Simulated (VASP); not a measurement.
Band structure of Na (space group I4/mmm). Level of theory: r2SCAN meta-GGA, VASP's PBE PAW potentials (set 64) (plane waves; VASP).

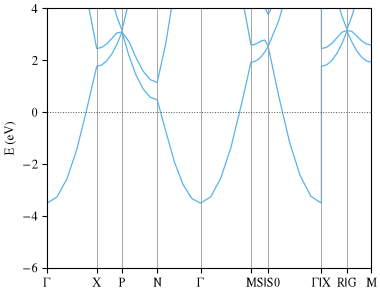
*Bands along high-symmetry lines, zero at the valence-band maximum or, without a gap, the Fermi level*

### Question
Read the plot: is there a gap, and where are the band edges?

### Answer
It has no gap at this level: it comes out as a metal or semimetal.

The structure comes from a computed database's Na entry (I4/mmm); how it stands against other phases isn't given here. It was relaxed first.
